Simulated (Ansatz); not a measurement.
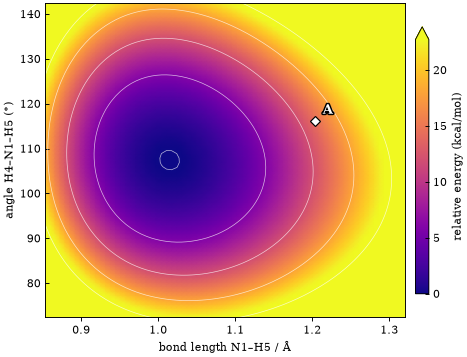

ClCuH₃N, SMILES [NH3+][Cu-][Cl]. First axis: bond length N1–H5. Second axis: angle H4–N1–H5. Nothing is relaxed (all other coordinates rigid). Grid: 9 × 9 points. Points are written as (first, second). All energies are given in kcal/mol relative to the lowest grid point. Level of theory: RKS PBE0-D4/def2-TZVP (Ansatz 0.2.0).

Drawn: a smooth colour map with a few white contour lines, one colour for all values above the top of the scale, the point A. Between grid points the surface is interpolated.

Question: Is A at rest? If not, where is it pushed?

Answer: A, at (1.203 Å, 116.2°), is not a stationary point. The computed force is 112 kcal/mol for each Å towards smaller values of bond length N1–H5 and 0.37 kcal/mol for each degree towards smaller values of angle H4–N1–H5.
